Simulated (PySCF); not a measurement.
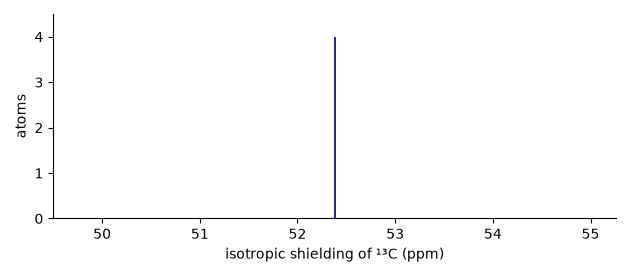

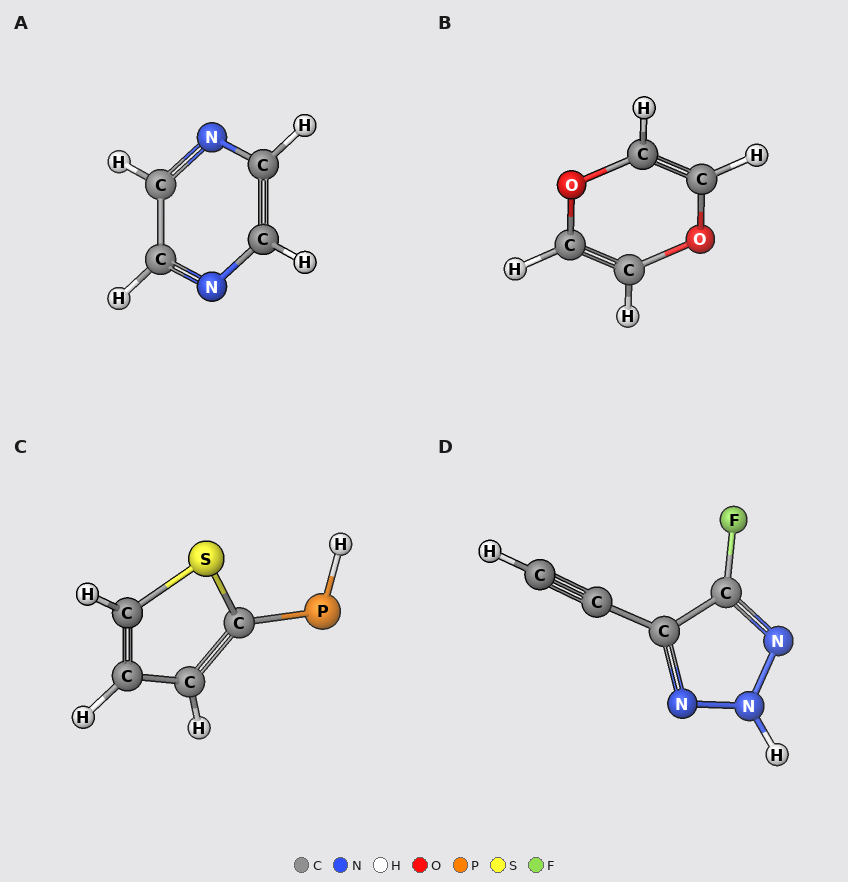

The sticks are computed shieldings of one of the molecules, for one fixed geometry (GFN2-xTB) without averaging over rotations. Low shielding means a high chemical shift. Method: GIAO PBE0/pcSseg-1 NMR shielding, non-relativistic, gas phase (PySCF 2.14.0).

Which molecule gives this pattern?

Answer. B, `C1=COC=CO1`. Its 4 C atoms give lines at 52.4 (4 atoms) ppm.

The geometry is semi-empirical. Around P such bond lengths and angles can be off by a tenth of an ångström or more and by several degrees, and values that hang on the shape move with them.
